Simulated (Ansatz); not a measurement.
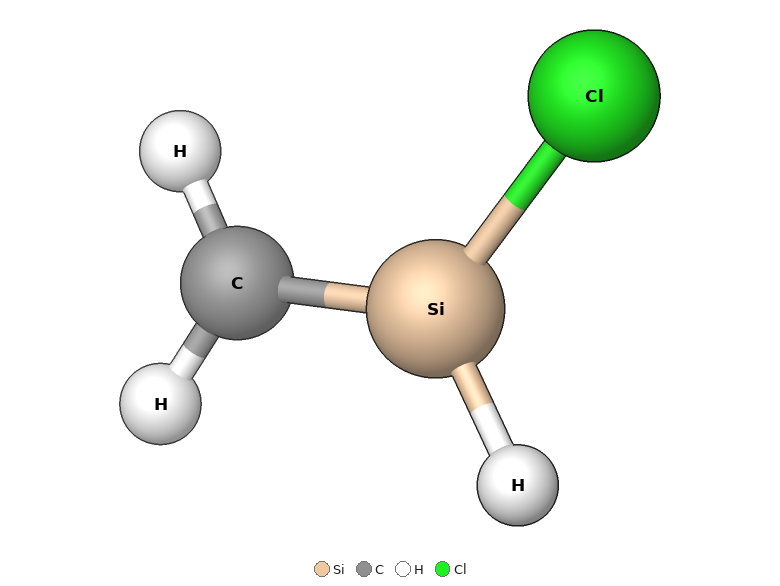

Starting geometry of the run.

Input file:

```yaml
crystal:
  periodic: [false, false, false]
  atoms:
    - {symbol: Si, position_ang: [-0.355938, 0.669132, 0.502725]}
    - {symbol: C, position_ang: [-1.047523, 0.427323, -1.018688]}
    - {symbol: H, position_ang: [0.626758, 1.712455, 0.839714]}
    - {symbol: Cl, position_ang: [-0.781544, -0.463803, 2.132770]}
    - {symbol: H, position_ang: [-0.766413, 1.077604, -1.839609]}
    - {symbol: H, position_ang: [-1.768635, -0.349738, -1.236108]}
basis:
  gaussian: {orbitals: def2-TZVPP}
hamiltonian: {xc: {name: r2SCAN0}, dispersion: d4}
```

Command:

```sh
ansatz run in.yaml --threads 4 --pin off --events-out ev --progress --plain --max-ram 9574MiB
```

What the program printed:

```
Functional definition: r2SCAN0
  name "r2SCAN0"
  cite "Bursch, Neugebauer, Ehlert & Grimme, J. Chem. Phys. 156, 134105 (2022) doi:10.1063/5.0086040"
  cite "Furness, Kaplan, Ning, Perdew & Sun, J. Phys. Chem. Lett. 11, 8208 (2020) doi:10.1021/acs.jpclett.0c02405"
  cite "Furness, Kaplan, Ning, Perdew & Sun, J. Phys. Chem. Lett. 11, 9248 (2020) doi:10.1021/acs.jpclett.0c03077"
  parent r2scan
  parameter a = 0.25
  parameter k0 = 0.174
  parameter k1 = 0.065
  parameter a1 = 4.9479
  exchange = (1 - a)*r2scan_x(k0 = k0, k1 = k1, a1 = a1) + a*exact_x
  correlation = r2scan_c
973 factors; their error is unknown
mean field evaluation 1: about -21476.5783 eV, gradient 5.6e1 eV
mean field evaluation 2: about -21461.4958 eV, gradient 8.0e1 eV
mean field evaluation 4: about -21484.3717 eV, gradient 3.6e0 eV
mean field evaluation 8: about -21484.3979 eV, gradient 1.4e-1 eV
mean field evaluation 16: about -21484.4447 eV, gradient 1.1e-4 eV
mean field -21484.44471004 eV, -789.5387804143 hartree, gradient 3.1e-5 eV, S^2 0.000000; 0 other end points of the search recorded, 0 dependent functions left out
reference -21484.44471812 eV, -789.5387807111 hartree; 20, 20 occupied and 137, 137 virtual orbitals, 973 factors
Total energy: -21484.47823092 eV, -789.5400122839 hartree
```
